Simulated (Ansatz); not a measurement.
Geometry relaxation of SiH$_{2}$Cl$_{2}$

SiH$_{2}$Cl$_{2}$, computed with RKS PBE0-D4/def2-SVP (Ansatz 0.2.0).

The input holds or restrains some coordinates. Forces given for the steps count only the free coordinates. It belongs to a series of runs on one base structure; here: pulled along the bonds that form and break, towards end A.

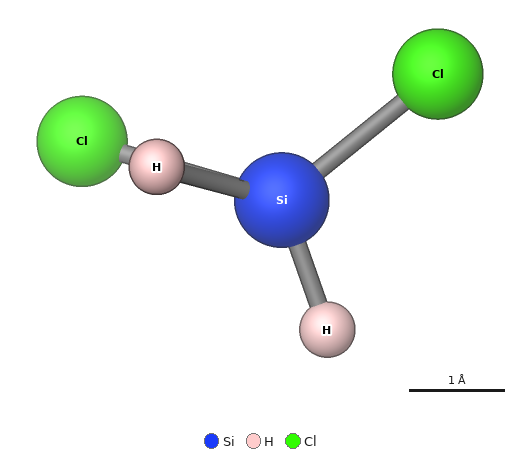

Figure 1. The input geometry (ball-and-stick view, seen on its broad side). Bond lengths as drawn: Cl–Si 2.13 to 2.33 Å and H–Si 1.46 to 1.66 Å.

Input:
```yaml
crystal:
  periodic: [false, false, false]
  atoms:
    - { symbol: Si, position_ang: [0.0, 0.0, 0.0] }
    - { symbol: H, position_ang: [0.6625, 0.0, 1.522] }
    - { symbol: Cl, position_ang: [2.2646, 0.0, 0.5484] }
    - { symbol: H, position_ang: [-0.6877, 1.1914, -0.4862] }
    - { symbol: Cl, position_ang: [-1.0032, -1.7381, -0.7093] }
basis:
  gaussian: { orbitals: def2-SVP }
hamiltonian:
  xc: pbe0
  dispersion: d4
relax:
  f_tol: 0.15
  max_steps: 25
  restrain:
    - { distance: [1, 2], at: 2.57, k: 30.0 }
    - { distance: [0, 1], at: 1.46, k: 30.0 }
    - { distance: [0, 2], at: 2.13, k: 30.0 }
```

Launch command:
```bash
ansatz run input.yaml --threads 1 --pin off --max-ram 2048MiB --backend cpu --events-out ev --progress --plain --runs-dir out
```

What the program printed:
```
The last accepted step is kept in [file] (removed where the run ends without a failure and the disk answers)
Engine: ansatz 0.2.0, aarch64-unknown-linux-gnu
Functional definition: PBE0
  parameter a = 0.25
  parameter kappa = 0.804
  parameter beta = 0.06672455060314922
  exchange = (1 - a)*pbe_x(kappa = kappa, mu = beta*pi^2/3) + a*exact_x
  correlation = pbe_c(beta = beta)
628 factors; integrals over basis functions are off by at most 3.4e-4 eV
mean field evaluation 1: about -32932.3807 eV, gradient 1.5e1 eV
mean field evaluation 2: about -32931.4191 eV, gradient 2.4e1 eV
mean field evaluation 4: about -32933.1450 eV, gradient 7.1e-1 eV
mean field evaluation 8: about -32933.1483 eV, gradient 8.5e-3 eV
mean field -32933.14833681 eV, -1210.2708784879 hartree, gradient 3.4e-5 eV, S^2 0.000000; 0 other end points of the search recorded, 0 dependent functions left out
the calculation of the forces begins
reference -32933.14835680 eV, -1210.2708792225 hartree; 25, 25 occupied and 39, 39 virtual orbitals, 628 factors
relax step   1: F+E_penalty+E_count = -32933.24786207 eV  Δ(F+E_penalty+E_count) = +0.000e0 eV  max|allowed force component| = 3.993e0 eV/Å  E_restraint = 8.45090694 eV  max|allowed force component, restraints' pulls added| = 2.369e1 eV/Å  Δτ_max = 0.0000 Å  (24 SCF iters, accepted)
  distance H 1 - Cl 2 = 1.8747 Å
  distance Si 0 - H 1 = 1.6599 Å
  distance Si 0 - Cl 2 = 2.3301 Å
these checks for a lower state are left out or cut short: starts, cluster_reference, orbital_swaps, neighbouring_geometries, increment
628 factors; integrals over basis functions are off by at most 5.1e-4 eV
mean field evaluation 16: about -32934.3654 eV, gradient 3.8e-1 eV
mean field -32934.36775149 eV, -1210.3156911510 hartree, gradient 9.3e-6 eV, S^2 0.000000; 0 other end points of the search recorded, 0 dependent functions left out
the calculation of the forces begins
reference -32934.36777154 eV, -1210.3156918877 hartree; 25, 25 occupied and 39, 39 virtual orbitals, 628 factors
relax step   2: F+E_penalty+E_count = -32934.46477635 eV  Δ(F+E_penalty+E_count) = -1.217e0 eV  max|allowed force component| = 2.276e0 eV/Å  E_restraint = 2.54305918 eV  max|allowed force component, restraints' pulls added| = 1.231e1 eV/Å  Δτ_max = 0.1991 Å  (28 SCF iters, accepted)
  distance H 1 - Cl 2 = 2.2037 Å
  distance Si 0 - H 1 = 1.5509 Å
  distance Si 0 - Cl 2 = 2.2946 Å
these checks for a lower state are left out or cut short: starts, cluster_reference, orbital_swaps, neighbouring_geometries, increment
628 factors; integrals over basis functions are off by at most 5.4e-4 eV
mean field -32935.24658335 eV, -1210.3479876262 hartree, gradient 1.1e-5 eV, S^2 0.000000; 0 other end points of the search recorded, 0 dependent functions left out
the calculation of the forces begins
reference -32935.24660325 eV, -1210.3479883573 hartree; 25, 25 occupied and 39, 39 virtual orbitals, 628 factors
relax step   3: F+E_penalty+E_count = -32935.34482622 eV  Δ(F+E_penalty+E_count) = -8.800e-1 eV  max|allowed force component| = 1.340e0 eV/Å  E_restraint = 0.22157612 eV  max|allowed force component, restraints' pulls added| = 3.681e0 eV/Å  Δτ_max = 0.1960 Å  (27 SCF iters, accepted)
  distance H 1 - Cl 2 = 2.4766 Å
  distance Si 0 - H 1 = 1.5063 Å
  distance Si 0 - Cl 2 = 2.1925 Å
these checks for a lower state are left out or cut short: starts, cluster_reference, orbital_swaps, neighbouring_geometries, increment
628 factors; integrals over basis functions are off by at most 6.7e-4 eV
mean field evaluation 32: about -32935.8221 eV, gradient 5.5e-4 eV
mean field -32935.82211631 eV, -1210.3691380725 hartree, gradient 1.6e-5 eV, S^2 0.000000; 0 other end points of the search recorded, 0 dependent functions left out
the calculation of the forces begins
reference -32935.82213617 eV, -1210.3691388023 hartree; 25, 25 occupied and 39, 39 virtual orbitals, 628 factors
relax step   4: F+E_penalty+E_count = -32935.92343068 eV  Δ(F+E_penalty+E_count) = -5.786e-1 eV  max|allowed force component| = 9.184e-1 eV/Å  E_restraint = 0.01684714 eV  max|allowed force component, restraints' pulls added| = 6.559e-1 eV/Å  Δτ_max = 0.1948 Å  (25 SCF iters, accepted)
  distance H 1 - Cl 2 = 2.5942 Å
  distance Si 0 - H 1 = 1.4736 Å
  distance Si 0 - Cl 2 = 2.1113 Å
these checks for a lower state are left out or cut short: starts, cluster_reference, orbital_swaps, neighbouring_geometries, increment
628 factors; integrals over basis functions are off by at most 6.8e-4 eV
mean field -32935.88720559 eV, -1210.3715300591 hartree, gradient 3.4e-5 eV, S^2 0.000000; 0 other end points of the search recorded, 0 dependent functions left out
the calculation of the forces begins
reference -32935.88722539 eV, -1210.3715307867 hartree; 25, 25 occupied and 39, 39 virtual orbitals, 628 factors
relax step   5: F+E_penalty+E_count = -32935.98946903 eV  Δ(F+E_penalty+E_count) = -6.604e-2 eV  max|allowed force component| = 1.120e0 eV/Å  E_restraint = 0.04209262 eV  max|allowed force component, restraints' pulls added| = 2.667e-1 eV/Å  Δτ_max = 0.0556 Å  (21 SCF iters, accepted)
  distance H 1 - Cl 2 = 2.6053 Å
  distance Si 0 - H 1 = 1.4592 Å
  distance Si 0 - Cl 2 = 2.0905 Å
these checks for a lower state are left out or cut short: starts, cluster_reference, orbital_swaps, neighbouring_geometries, increment
628 factors; integrals over basis functions are off by at most 6.8e-4 eV
mean field -32935.88920402 eV, -1210.3716035001 hartree, gradient 2.3e-5 eV, S^2 0.000000; 0 other end points of the search recorded, 0 dependent functions left out
the calculation of the forces begins
reference -32935.88922380 eV, -1210.3716042271 hartree; 25, 25 occupied and 39, 39 virtual orbitals, 628 factors
relax step   6: F+E_penalty+E_count = -32935.99134664 eV  Δ(F+E_penalty+E_count) = -1.878e-3 eV  max|allowed force component| = 1.150e0 eV/Å  E_restraint = 0.04194444 eV  max|allowed force component, restraints' pulls added| = 2.703e-2 eV/Å  Δτ_max = 0.0118 Å  (22 SCF iters, accepted)
  distance H 1 - Cl 2 = 2.6057 Å
  distance Si 0 - H 1 = 1.4564 Å
  distance Si 0 - Cl 2 = 2.0911 Å
```

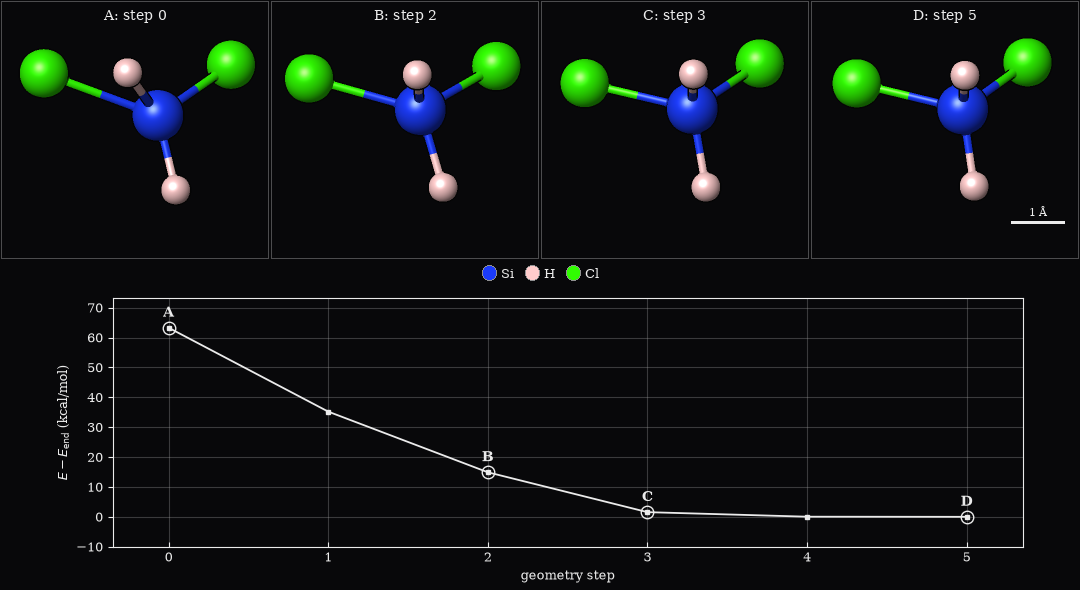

Figure 2. Frames of the restrained relaxation (ball-and-stick view, seen at a tilt) above the curves, on which the letters mark them (the first geometry is step 0 here and step 1 in the log).

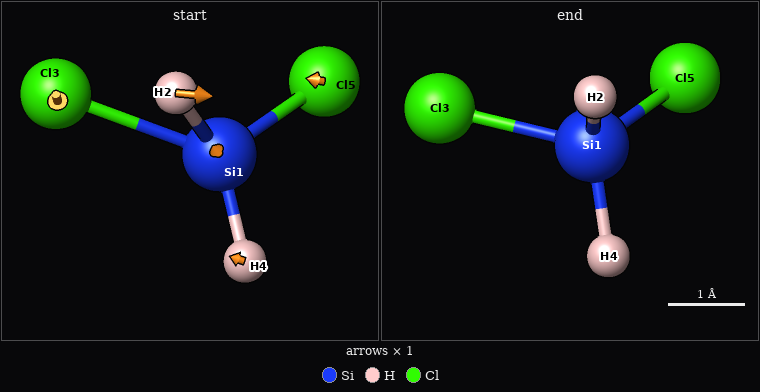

Figure 3. Before (left) and after (right) the restrained relaxation, at one scale (ball-and-stick view, seen at a tilt). The orange arrows give the displacements, at true length. The energy falls by 63.3 kcal/mol in 5 geometry steps. The largest force component goes from 4 to 1.2 eV/Å. The largest move after the best rigid fit is that of H2, 0.54 Å. Largest moves by element: H 0.54 Å, Cl 0.49 Å, Si 0.23 Å. Distances before and after: Si1–Cl3 2.330 → 2.091 Å, Si1–H2 1.660 → 1.456 Å, Si1–Cl5 2.128 → 2.049 Å, Si1–H4 1.459 → 1.482 Å. Among the angles that change: H2–Si1–Cl3 52.9° → 92.8°, Cl3–Si1–H4 122.4° → 111.5°, Cl3–Si1–Cl5 122.4° → 112.6°. (Atoms are counted from 1 in the order of the input.)

```
628 factors; integrals over basis functions are off by at most 6.8e-4 eV
mean field -32935.88920402 eV, -1210.3716035001 hartree, gradient 2.3e-5 eV, S^2 0.000000; 1 other end points of the search recorded, 0 dependent functions left out
the calculation of the forces begins
reference -32935.88922380 eV, -1210.3716042271 hartree; 25, 25 occupied and 39, 39 virtual orbitals, 628 factors
Total energy: -32935.99136642 eV, -1210.3753578991 hartree
Atom 0 at     0.112218    -0.007670     0.205283 Å, force     1.150486     0.004402     0.006229 eV/Å
Atom 1 at     0.133731    -0.028353     1.661402 Å, force    -0.845593    -0.008776     0.547311 eV/Å
Atom 2 at     2.198985    -0.033969     0.072589 Å, force    -0.318168     0.010367    -0.572954 eV/Å
Atom 3 at    -0.459007     1.196199    -0.443775 Å, force     0.006049    -0.018932     0.005587 eV/Å
Atom 4 at    -0.749728    -1.672907    -0.620598 Å, force     0.007225     0.012938     0.013828 eV/Å
Dipole moment:    -0.259015     0.185603     0.080490 e Å
```

Trajectory as extended XYZ (Å, eV, eV/Å), 6 frames, from step=1 to step=6:
```
5
Properties=species:S:1:pos:R:3:forces:R:3 step=1 energy=-32933.24786
Si    0.0000    0.0000    0.0000    1.5062  -1.4929   3.9925
H     0.6625    0.0000    1.5220   -3.4709  -0.1003  -0.9355
Cl    2.2646    0.0000    0.5484    0.6819   0.0352  -2.4373
H    -0.6877    1.1914   -0.4862    0.2782   0.4270  -0.7579
Cl   -1.0032   -1.7381   -0.7093    1.0047   1.1309   0.1381
5
Properties=species:S:1:pos:R:3:forces:R:3 step=2 energy=-32934.46478
Si    0.0749   -0.0101    0.0761    1.3499  -0.7696   2.0636
H     0.4707   -0.0019    1.5756   -2.2760  -0.1377  -0.6094
Cl    2.3442    0.0003    0.4154   -0.9738  -0.0157  -1.9066
H    -0.6712    1.1805   -0.4890    0.7247  -0.3344  -0.0712
Cl   -0.9825   -1.7155   -0.7031    1.1750   1.2573   0.5235
5
Properties=species:S:1:pos:R:3:forces:R:3 step=3 energy=-32935.34483
Si    0.1595   -0.0165    0.1320    0.4986  -0.2477   0.8871
H     0.2836   -0.0117    1.6331   -1.2312  -0.1155  -0.3246
Cl    2.3479   -0.0034    0.2649   -1.3404  -0.0482  -1.2646
H    -0.6267    1.1557   -0.4794    0.9686  -0.4921   0.2021
Cl   -0.9281   -1.6709   -0.6756    1.1044   0.9034   0.5000
5
Properties=species:S:1:pos:R:3:forces:R:3 step=4 energy=-32935.92343
Si    0.1242   -0.0175    0.2018    0.9184   0.2842  -0.0230
H     0.1661   -0.0379    1.6747   -0.9030  -0.0165   0.1996
Cl    2.2334   -0.0152    0.1077   -0.6376  -0.0453  -0.6610
H    -0.4909    1.1921   -0.4754    0.3446  -0.4354   0.3153
Cl   -0.7966   -1.6681   -0.6340    0.2777   0.2131   0.1691
5
Properties=species:S:1:pos:R:3:forces:R:3 step=5 energy=-32935.98947
Si    0.1119   -0.0089    0.2027    1.1205   0.2506   0.0558
H     0.1332   -0.0354    1.6614   -0.8464   0.0135   0.4920
Cl    2.1982   -0.0364    0.0729   -0.2999   0.0180  -0.5808
H    -0.4621    1.2066   -0.4484    0.0825  -0.1916   0.0930
Cl   -0.7450   -1.6726   -0.6138   -0.0567  -0.0905  -0.0600
5
Properties=species:S:1:pos:R:3:forces:R:3 step=6 energy=-32935.99135
Si    0.1122   -0.0077    0.2053    1.1505   0.0044   0.0062
H     0.1337   -0.0284    1.6614   -0.8456  -0.0088   0.5473
Cl    2.1990   -0.0340    0.0726   -0.3182   0.0104  -0.5730
H    -0.4590    1.1962   -0.4438    0.0060  -0.0189   0.0056
Cl   -0.7497   -1.6729   -0.6206    0.0072   0.0129   0.0138
```

Key numbers:

| quantity | value |
| --- | --- |
| outcome | converged under the restraints of the input |
| total energy | −32935.9914 eV |
| mean-field energy | −32935.8892 eV |
| largest force (length of the vector) at the end, held atoms and coordinates included | 1.151 eV/Å |
| hardware | 1 thread of Arm Neoverse V2, 24 GiB of memory available, shared host |
| wall time | 11 s |
| peak memory | 0.12 GiB |
